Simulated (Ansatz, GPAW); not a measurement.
# BiAs (model structure): optical spectrum from first principles, part 2 of 2

Aim: the dielectric function of BiAs (model structure), and the optical constants that follow from it. The structure is a model built here, which may or may not match a known phase. It was built so: All Sb replaced by Bi in the R-3m structure of SbAs. The cell is first relaxed with Ansatz.

GPAW 26.7.0; DFT, revPBE, plane-wave PAW (GPAW data sets), scalar-relativistic, RPA, optical limit.

So far: The structure; Relaxation.

### 3. Ground state

First the ground state: is it a metal or has it a gap?

This step: DFT, revPBE, plane-wave PAW (GPAW data sets), scalar-relativistic, ground state (GPAW 26.7.0).

Input file gs.py:

```python
from ase import Atoms
from ase.dft.bandgap import bandgap
from gpaw import GPAW, PW, FermiDirac

atoms = Atoms(['Bi', 'As'],
              cell=[[2.14505115, 1.23844586, 3.50030790],
                    [-2.14505115, 1.23844586, 3.50030790],
                    [0.00000000, -2.47689172, 3.50030790]],
              scaled_positions=[[0.50000000, 0.50000000, 0.50000000],
                                [1.00000000, 1.00000000, 1.00000000]],
              pbc=[True, True, True])
atoms.calc = GPAW(mode=PW(500), xc='revPBE', kpts={'size': (6, 6, 6), 'gamma': True},
                  occupations=FermiDirac(0.05), maxiter=150, txt='gs.txt')
print('energy (eV)', atoms.get_potential_energy())
print('Fermi level (eV)', atoms.calc.get_fermi_level())
print('valence electrons', atoms.calc.get_number_of_electrons())
print('gap (eV)', bandgap(atoms.calc, output=None)[0])
print('direct gap (eV)', bandgap(atoms.calc, direct=True, output=None)[0])
atoms.calc.write('gs.gpw')
```

The run is started by

```bash
OMP_NUM_THREADS=1 python gs.py
```

Numbers of over 12 decimals in the logs are rounded to 6 here.

The log of the run:

```text
__  _  _
 | _ |_)|_||  |
 |__||  | ||/\| - 26.7.0

Versions:
  Python: 3.12.14
  ASE:    3.29.0
  Numpy:  2.5.5
  Scipy:  1.18.1
  Libxc:  7.0.0

Input parameters:
  mode=PW(ecut=500.0),
  kpts=MonkhorstPack(size=(6, 6, 6), gamma=True),
  maxiter=150,
  occupations=Occupations(name='fermi-dirac', width=0.05, fixmagmom=False),
  xc=XC(name='revPBE')

Diagonalizing LCAO Hamiltonian
Converting LCAO to pw mode

       As

       Bi

Atoms  # Å, Bohr magnetons
|   | symbol |        x |        y |         z |    initial magnetic moments |
| 0 |     Bi | 0.000000 | 0.000000 |  5.250462 | ( 0.0000,  0.0000,  0.0000) |
| 1 |     As | 0.000000 | 0.000000 | 10.500924 | ( 0.0000,  0.0000,  0.0000) |

Unit cell  # Å
| periodic |         x |         y |        z |  lengths |    angles |
|      yes |  2.145051 |  1.238446 | 3.500308 | 4.288024 | 60.032072 |
|      yes | -2.145051 |  1.238446 | 3.500308 | 4.288024 | 60.032072 |
|      yes |  0.000000 | -2.476892 | 3.500308 | 4.288024 | 60.032072 |

Number of symmetries: 4
Symmetry operations  # r_c * U_cc + t_c -> r_c
|   | kind |            matrix            |
| 0 |  E   |  1, 0, 0,  0, 1, 0,  0, 0, 1 |
| 1 |  σ   |  0, 1, 0,  1, 0, 0,  0, 0, 1 |
| 2 |  C2  |  0,-1, 0, -1, 0, 0,  0, 0,-1 |
| 3 |  i   | -1, 0, 0,  0,-1, 0,  0, 0,-1 |

BZ-sampling:
  Number of BZ points: 216
  Number of IBZ points: 68

  Monkhorst-Pack size: [6, 6, 6]
  Monkhorst-Pack shift: [0.083333, 0.083333, 0.083333]

K-points  # in reciprocal-cell coordinates
|     |                                coordinates |     weight |
|   0 | (  0.00000000,   0.00000000,   0.00000000) | 0.00462963 |
|   1 | (  0.00000000,   0.00000000,   0.16666667) | 0.00925926 |
|   2 | (  0.00000000,   0.00000000,   0.33333333) | 0.00925926 |
|   3 | (  0.00000000,   0.00000000,   0.50000000) | 0.00462963 |
|   4 | (  0.16666667,  -0.16666667,   0.00000000) | 0.00925926 |
|   5 | (  0.16666667,  -0.16666667,   0.16666667) | 0.01851852 |
|   6 | (  0.16666667,  -0.16666667,   0.33333333) | 0.01851852 |
|   7 | (  0.16666667,  -0.16666667,   0.50000000) | 0.00925926 |
|   8 | (  0.16666667,   0.00000000,  -0.33333333) | 0.01851852 |
|   9 | (  0.16666667,   0.00000000,  -0.16666667) | 0.01851852 |
| ... |                                            |            |
|  67 | (  0.50000000,   0.50000000,   0.50000000) | 0.00462963 |

Plane wave coefficients: 1430
Cutoff: 500.0 eV

Spin-components: 1 (collinear spins)
Bands:           13
Projectors:      11
Spin-degeneracy: 2
Datatype:        complex128

Parallelization:
  kpt:    1
  domain: 1
  band:   1

Density:
  Valence electrons: 20.0
  Components: 1
  Grid points: [24 24 24]
  Charge: 0.0  # |e|

Potential:
  Grid points: [24 24 24]

species:
  Bi:
    name:    Bismuth
    id:
    Z:       83.0
    valence: 15
    core:    68
    charge:  0.0  # [|e|]
    compensation charges:
      type: gauss
      rc: 0.38  # [Å]
      lmax: 2
    cutoffs:
      filter: 2.23  # [Å]
      core: 2.33  # [Å]
    projectors
    | kind |    occ | energy [eV] | rcut [Å] |
    |   6s |  2.000 |     -14.319 |    1.286 |
    |   6p |  3.000 |      -4.519 |    1.275 |
    |   5d | 10.000 |     -27.088 |    1.349 |
    |    s |        |      12.892 |    1.286 |
    |    p |        |      22.692 |    1.275 |
    |    d |        |       0.123 |    1.349 |

    Using partial waves for Bi as LCAO basis

  As:
    name:    Arsenic
    id:
    Z:       33.0
    valence: 5
    core:    28
    charge:  0.0  # [|e|]
    compensation charges:
      type: gauss
      rc: 0.33  # [Å]
      lmax: 2
    cutoffs:
      filter: 1.87  # [Å]
      core: 2.96  # [Å]
    projectors
    | kind |    occ | energy [eV] | rcut [Å] |
    |   4s |  2.000 |     -14.425 |    1.058 |
    |   4p |  3.000 |      -5.155 |    1.058 |
    |    s |        |      12.786 |    1.058 |
    |    p |        |      22.056 |    1.058 |
    |    d |        |       0.000 |    1.058 |

    Using partial waves for As as LCAO basis

Reference energy: -646367.173773  # eV

eigensolver:
  PPCG
  Converge bands: occupied
  niter=2

density mixing:
  MSR1-Mixer
  Pratt-step length: 0.05
  Maximum mixing coefficient: 0.75
  Old densities: 10
  SVD Regularization: 0.005
  Good broyden scale: 1.0
  Trust region scale: 1.0
  Backstep threshold: 4.0
  History deletion threshold: 6.0
  Fourier metric: weight=20.0, sigma=0.015

occupation numbers:
  Fermi-Dirac:
    width: 0.0500  # eV

poisson solver:
  ecut: 4000.0  # eV

xc functional:
  name: revPBE with 2 nearest neighbor stencil

convergence criteria:
- Maximum [total energy] change in last 3 cyles: 0.0005 eV / valence electron
- Maximum integral of absolute [dens]ity change: 0.0001 electrons / valence electron
- Maximum integral of absolute [eigenst]ate change: 4e-08 eV^2 / valence electron
maximum number of iterations: 150

SCF iterations
|iter     |      energy | eigst |  dens |
|iter:   1||   -8.804196 | -0.47 |       |
|iter:   2||   -8.760332 | -2.58 | -1.24 |
|iter:   3||   -8.638208 | -2.34 | -1.29 |
|iter:   4||   -8.641919 | -3.31 | -1.90 |
|iter:   5||   -8.643207c| -3.69 | -2.16 |
|iter:   6||   -8.643286c| -5.17 | -3.19 |
|iter:   7||   -8.643304c| -5.58 | -3.62 |
|iter:   8||   -8.643307c| -7.10 | -4.51c|
|iter:   9||   -8.643307c| -7.60c| -4.94c|

Converged in 9 steps
SCF loop duration: 18.183 s (2.020 s/step)
Energy contributions relative to reference atoms: (reference = -646367.173773)

Energy contributions:
  Kinetic:          24.074717
  Coulomb:         -22.957487
  Zero:             -1.556010
  External:          0.000000
  Xc:               -8.200918
  Entropy:          -0.007220
  Spinorbit:         0.000000
  ----------------------------
  Free energy:      -8.646916
  Extrapolated:     -8.643307

dipole moment: (-0.000000, -0.000000, -34.845897)  # |e|*Ang

Fermi level: 6.481
Eigenvalues  # (at kpt = [0.000, 0.000, 0.000])
| band index |      eig [eV] | occ [0-2] |
|          0 |       -16.801 |     2.000 |
|        ... |               |           |
|          2 |       -16.800 |     2.000 |
|          3 |       -16.800 |     2.000 |
|          4 |       -16.800 |     2.000 |
|          5 |        -6.926 |     2.000 |
|          6 |         0.006 |     2.000 |
|          7 |         4.979 |     2.000 |
|          8 |         4.979 |     2.000 |
|          9 |         4.987 |     2.000 |
|         10 |        10.110 |     0.000 |
|         11 |        10.114 |     0.000 |
|         12 |        10.114 |     0.000 |

Gap: 0.095 eV
Transition (v -> c):
  (s=0, k=11, n=9, [0.17, 0.00, 0.17]) -> (s=0, k=67, n=10, [0.50, 0.50, 0.50])
Direct/indirect transitions are different
Direct gap: 0.161 eV
Transition at: (s=0, k=3, n=9, [0.00, 0.00, 0.50])

--- standard output ---
energy (eV) -8.643307
Fermi level (eV) 6.480703
valence electrons 20.0
gap (eV) 0.095114
direct gap (eV) 0.161175
```

It took 20 s on 1 thread of Arm Neoverse V2, shared host; peak memory 0.17 GiB.

This step gave:

```
energy       : -8.643 eV
Fermi energy : 6.481 eV
electrons    : 20
```

The gap, 0.10 eV, is so small that the occupations stay smeared, and the carriers that the smearing makes get a Drude term.

### 4. Bands for the response

At the fixed density, many empty bands are solved on the mesh of the response, since the spectrum sums over them.

This step: DFT, revPBE, plane-wave PAW (GPAW data sets), scalar-relativistic, bands at fixed density (GPAW 26.7.0).

Input file nscf.py:

```python
from ase.dft.bandgap import bandgap
from gpaw import GPAW, FermiDirac

calc = GPAW('gs.gpw').fixed_density(kpts={'size': (12, 12, 12), 'gamma': True}, nbands=44, convergence={'bands': 38},
                                    occupations=FermiDirac(0.05), txt='nscf.txt')
print('gap (eV)', bandgap(calc, output=None)[0])
print('direct gap (eV)', bandgap(calc, direct=True, output=None)[0])
print('top band over the Fermi level (eV)', min(calc.get_eigenvalues(kpt=k)[37] for k in range(len(calc.get_ibz_k_points()))) - calc.get_fermi_level())
calc.write('full.gpw', mode='all')
```

The run is started by

```bash
OMP_NUM_THREADS=1 python nscf.py
```

The log of the run:

```text
Diagonalizing LCAO Hamiltonian
Converting LCAO to pw mode
convergence criteria:
- Maximum integral of absolute [eigenst]ate change: 4e-08 eV^2 / valence electron
maximum number of iterations: 150

SCF iterations
|iter     |      energy | eigst |  dens |
|iter:   1||             | +3.58 |       |
|iter:   2||             | +2.15 |       |
|iter:   3||             | +1.13 |       |
|iter:   4||             | +0.04 |       |
|iter:   5||             | -0.94 |       |
|iter:   6||             | -1.83 |       |
|iter:   7||             | -2.71 |       |
|iter:   8||             | -3.49 |       |
|iter:   9||             | -4.28 |       |
|iter:  10||             | -4.96 |       |
|iter:  11||             | -5.62 |       |
|iter:  12||             | -6.25 |       |
|iter:  13||             | -6.80 |       |
|iter:  14||             | -7.29 |       |
|iter:  15||             | -7.74c|       |
SCF steps: 15
  __  _  _
 | _ |_)|_||  |
 |__||  | ||/\| - 26.7.0

Versions:
  Python: 3.12.14
  ASE:    3.29.0
  Numpy:  2.5.5
  Scipy:  1.18.1
  Libxc:  7.0.0

Input parameters:
  mode=PW(ecut=500.0),
  convergence={'bands': 38},
  gpts=array([24, 24, 24]),
  kpts=MonkhorstPack(size=(12, 12, 12), gamma=True),
  maxiter=150,
  nbands=44,
  occupations=Occupations(name='fermi-dirac', width=0.05, fixmagmom=False),
  parallel={},
  xc=XC(name='revPBE')

--- standard output ---
gap (eV) 0.094343
direct gap (eV) 0.161175
top band over the Fermi level (eV) 28.386665
```

Run time: 11 min. Hardware: 1 thread; peak memory 0.77 GiB.

### 5. Dielectric function, RPA

Local fields let the induced charge screen the field inside the cell, which as a rule lowers ε, most along directions where the density is uneven.

This step: DFT, revPBE, plane-wave PAW (GPAW data sets), scalar-relativistic, RPA, optical limit (GPAW 26.7.0).

Input file df.py:

```python
from gpaw.response.df import DielectricFunction

df = DielectricFunction('full.gpw', frequencies={'type': 'nonlinear', 'domega0': 0.03, 'omega2': 8},
                        ecut=50,
                        eta=0.2,
                        nbands=38,
                        rate=0.03,
                        txt='df.txt')
for direction in ['x', 'z']:
    df.get_dielectric_function(xc='RPA', direction=direction, filename=f'df_{direction}.csv')
```

The run is started by

```bash
OMP_NUM_THREADS=1 python df.py
```

The log of the run:

```text
Using integrator: PointIntegrator
NonLinearFrequencyDescriptor(from 0.000 to 56.140 eV, 480 points)
Nonperiodic BCs:  [False False False]
Using integrator: PointIntegrator
NonLinearFrequencyDescriptor(from 0.000 to 56.140 eV, 480 points)
Nonperiodic BCs:  [False False False]
Using integrator: PointIntegrator

Calculating chi0 body with:
    Ground state adapter containing:
    Number of spins: 1
    Number of kpoints: 1728
    Number of irreducible kpoints: 476
    Number of completely occupied states: 7
    Number of partially occupied states: 13

    Linear response parametrization:
    q_c: [0.0, 0.0, 0.0]
    Number of frequency points: 480
    Planewave cutoff: 50.0
    Number of bands: 38
    Number of planewaves: 59
    Broadening (eta): 0.2

Integrating chi0 body.

Symmetries of q_c:
    Direct symmetries (Uq -> q): 4
    Indirect symmetries (TUq -> q): 0
In total 4 allowed symmetries.

476 groups of equivalent kpoints. 72.453704% reduction.

Integral kind: spectral function

Calculating chi0 optical extensions with:
    Ground state adapter containing:
    Number of spins: 1
    Number of kpoints: 1728
    Number of irreducible kpoints: 476
    Number of completely occupied states: 7
    Number of partially occupied states: 13

    Linear response parametrization:
    Number of frequency points: 480
    Planewave cutoff: 50.0
    Number of bands: 38
    Number of planewaves: 59
    Broadening (eta): 0.2
Integrating chi0 head and wings.

Symmetries of q_c:
    Direct symmetries (Uq -> q): 4
    Indirect symmetries (TUq -> q): 0
In total 4 allowed symmetries.

476 groups of equivalent kpoints. 72.453704% reduction.

Integral kind: spectral function wings

Calculating drude chi0 with:
    Number of frequency points:480
    Plasma frequency decay rate: 0.03 eV

    Ground state adapter containing:
    Number of spins: 1
    Number of kpoints: 1728
    Number of irreducible kpoints: 476
    Number of completely occupied states: 7
    Number of partially occupied states: 13

Symmetries of q_c:
    Direct symmetries (Uq -> q): 4
    Indirect symmetries (TUq -> q): 0
In total 4 allowed symmetries.

476 groups of equivalent kpoints. 72.453704% reduction.

Integral kind: intraband
Plasma frequency:
[[1.6+0.j 0. +0.j 0. -0.j]
 [0. +0.j 1.6+0.j 0. +0.j]
 [0. -0.j 0. +0.j 1.6+0.j]]
```

It took 1.9 min on 1 thread; peak memory 0.36 GiB.

Numbers from this step:

```
centre of weight of the strongest loss peak in the window : 16.53 eV
```

The Im ε has structure finer than the step of the table below, so its rows give means over 2.5 eV, whole bins alone (the curve runs from 0.305 to 28.4 eV). Peaks (eV: height): E ∥ x 0.68: 308; E ∥ z 0.68: 307.

Sum at mesh points, not converged in k. The Im ε by photon energy; means over each step:

| photon energy (eV) | E ∥ x | E ∥ z |
| --- | --- | --- |
| 2.5 | 14.6 | 14.6 |
| 5.0 | 1.72 | 1.73 |
| 7.5 | 3.36 | 3.36 |
| 10.0 | 1.18 | 1.18 |
| 12.5 | 0.642 | 0.643 |
| 15.0 | 0.383 | 0.383 |
| 17.5 | 0.368 | 0.368 |
| 20.0 | 0.171 | 0.171 |
| 22.5 | 0.140 | 0.140 |
| 25.0 | 0.245 | 0.245 |

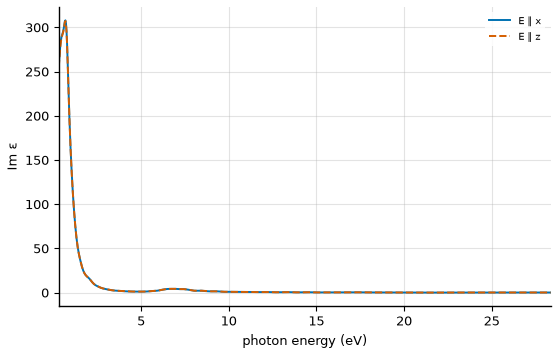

Im ε, plotted against photon energy.

Values under 1 per cm are given as 1; sum at mesh points, not converged in k. Absorption coefficient against photon energy:

| photon energy (eV) | E ∥ x (1/cm) | E ∥ z (1/cm) |
| --- | --- | --- |
| 1.99 | 1.3e6 | 1.3e6 |
| 3.98 | 1.1e6 | 1.1e6 |
| 6.02 | 6.9e5 | 6.9e5 |
| 8.03 | 1.4e6 | 1.4e6 |
| 10.03 | 1.2e6 | 1.2e6 |
| 12.02 | 1.1e6 | 1.1e6 |
| 14.04 | 8.0e5 | 8.0e5 |
| 16.03 | 5.6e5 | 5.6e5 |
| 18.05 | 5.6e5 | 5.6e5 |
| 20.06 | 2.6e5 | 2.6e5 |
| 22.02 | 1.8e5 | 1.8e5 |
| 24.04 | 3.9e5 | 3.9e5 |
| 25.94 | 3.7e5 | 3.7e5 |
| 28.00 | 3.7e5 | 3.8e5 |

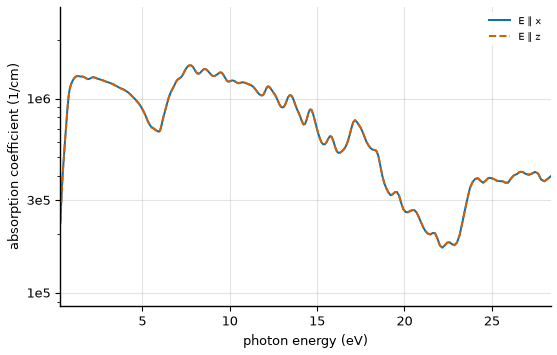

Absorption coefficient, plotted against photon energy.

The loss function −Im 1/ε at q → 0 has structure finer than the step of the table below, so its rows give means over 2 eV, whole bins alone (the curve runs from 0.305 to 28.4 eV). Peaks (eV: height): E ∥ x 14.2: 2.34, 15.1: 3.20, 18.5: 2.76; E ∥ z 14.2: 2.34, 15.1: 3.20, 18.5: 2.75.

Sum at mesh points, not converged in k. Table of loss function −Im 1/ε at q → 0 by energy loss; means over each step:

| energy loss (eV) | E ∥ x | E ∥ z |
| --- | --- | --- |
| 2 | 0.00927 | 0.00930 |
| 4 | 0.0406 | 0.0410 |
| 6 | 0.295 | 0.295 |
| 8 | 0.211 | 0.211 |
| 10 | 0.378 | 0.379 |
| 12 | 0.801 | 0.802 |
| 14 | 1.75 | 1.75 |
| 16 | 2.41 | 2.41 |
| 18 | 2.40 | 2.39 |
| 20 | 1.13 | 1.13 |
| 22 | 0.429 | 0.429 |
| 24 | 0.454 | 0.453 |
| 26 | 0.514 | 0.514 |

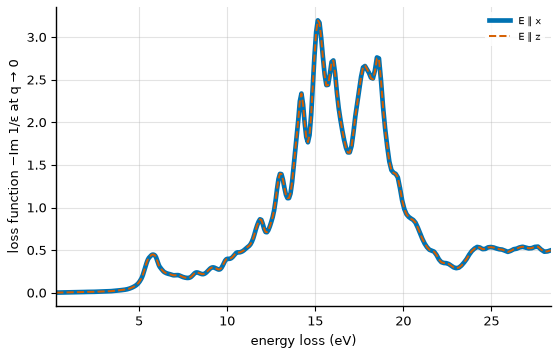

Loss function −Im 1/ε at q → 0, plotted against energy loss.

The Im ε, E ∥ x has structure finer than the step of the table below, so its rows give means over 2.5 eV, whole bins alone (the curve runs from 0.305 to 28.4 eV). Peaks (eV: height): without local fields 0.65: 324; with local fields 0.68: 308.

Sum at mesh points, not converged in k. Im ε, E ∥ x against photon energy; means over each step:

| photon energy (eV) | without local fields | with local fields |
| --- | --- | --- |
| 2.5 | 14.1 | 14.6 |
| 5.0 | 2.17 | 1.72 |
| 7.5 | 4.09 | 3.36 |
| 10.0 | 1.31 | 1.18 |
| 12.5 | 0.741 | 0.642 |
| 15.0 | 0.438 | 0.383 |
| 17.5 | 0.235 | 0.368 |
| 20.0 | 0.118 | 0.171 |
| 22.5 | 0.136 | 0.140 |
| 25.0 | 0.260 | 0.245 |

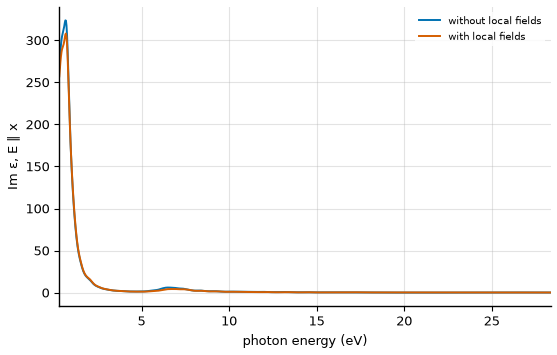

Im ε, E ∥ x, plotted against photon energy.

Sum at mesh points, not converged in k. Table of reflectivity at normal incidence by photon energy; read off at these points:

| photon energy (eV) | E ∥ x (%) | E ∥ z (%) |
| --- | --- | --- |
| 2.0 | 87.9 | 87.9 |
| 2.7 | 89.4 | 89.4 |
| 4.0 | 86.0 | 85.9 |
| 6.0 | 22.2 | 22.0 |
| 8.0 | 53.6 | 53.6 |
| 9.6 | 55.9 | 55.8 |
| 10.0 | 48.8 | 48.7 |
| 12.0 | 36.3 | 36.3 |
| 12.4 | 45.9 | 45.9 |
| 13.7 | 42.3 | 42.2 |
| 14.0 | 36.9 | 36.9 |
| 14.8 | 33.7 | 33.6 |
| 16.0 | 17.5 | 17.4 |
| 18.0 | 14.8 | 14.8 |
| 20.0 | 6.31 | 6.31 |
| 22.0 | 2.64 | 2.64 |
| 24.0 | 1.58 | 1.58 |
| 26.0 | 1.56 | 1.56 |
| 28.0 | 1.71 | 1.71 |

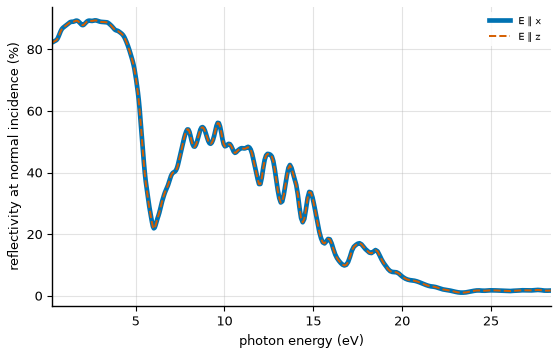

Reflectivity at normal incidence against photon energy.

From ε follow the optical constants at some laser and lamp lines:

| wavelength (nm) | n x | k x | R (%) x | 1/α x | n z | k z | R (%) z | 1/α z |
| --- | --- | --- | --- | --- | --- | --- | --- | --- |
| 800 | 2.13 | 8.266 | 89.1 | 7.7 nm | 2.13 | 8.258 | 89.1 | 7.7 nm |
| 633 | 1.38 | 6.358 | 88.0 | 7.9 nm | 1.38 | 6.351 | 88.0 | 7.9 nm |
| 532 | 0.88 | 5.408 | 89.2 | 7.8 nm | 0.88 | 5.402 | 89.2 | 7.8 nm |
| 450 | 0.59 | 4.439 | 89.4 | 8.1 nm | 0.59 | 4.434 | 89.4 | 8.1 nm |
| 308 | 0.32 | 2.697 | 85.9 | 9.1 nm | 0.32 | 2.692 | 85.8 | 9.1 nm |
| 248 | 0.35 | 1.743 | 71.2 | 11 nm | 0.35 | 1.737 | 71.0 | 11 nm |
| 193 | 1.39 | 1.463 | 29.2 | 10 nm | 1.40 | 1.468 | 29.3 | 10 nm |

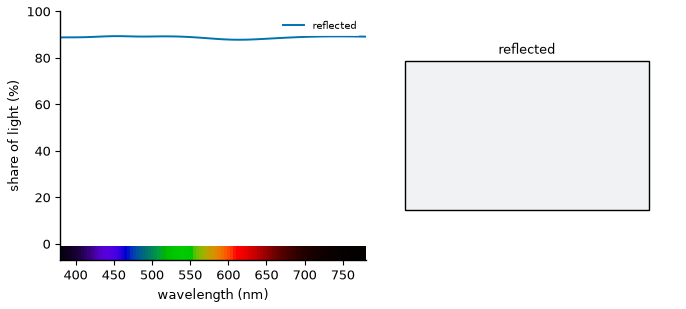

Light reflected across the visible range, with the colour that it makes of daylight (sRGB).

In reflection the computed colour is near white: x = 0.311, y = 0.329, luminous reflectivity 89 %.

### 6. Outcome

* centre of weight of the strongest loss peak in the window, first axis: 16.5 eV

In words: At this level (revPBE, RPA) BiAs is a semimetal or has a tiny gap, with few carriers whose number hangs on mesh and smearing,. The mesh is too coarse to trust the carriers' weight, the reflectivity or the colour to better than tens of per cent. The cell grew by 0.3 % in volume. In reflection the computed colour is near white: x = 0.311, y = 0.329, luminous reflectivity 89 %. The carriers' damping of 0.03 eV is typed, not computed; it shapes the response at the lowest energies. Spin-orbit coupling is left out although heavy atoms are present. The curves end at 28 eV, about where the summed bands run out. The gap is so small that the smearing puts carriers across it; at a true gap they would be absent, and excitons are missing too. GPAW's carrier term has the form −ωp²/(ω + i·rate)², which damps like twice the rate and fails at low energy, so the curves leave the lowest energies out. The sum runs over mesh points 0.15 Å⁻¹ apart with no interpolation, so peaks are partly noise of the mesh, and the Drude plasma energy, a sum over the Fermi surface, isn't converged.

[Machine, clock and banner lines and Python warnings are left out of the logs.]

[Logs are printed without paths, hosts, clocks, repeated set-up lines and the standing remarks that a program may print on its own settings, such as how far it seeks lower states.]

[Hosts, paths, dates, database ids (printed as entryN), source tags and the programs' standing remarks are cut or masked in the printed files.]
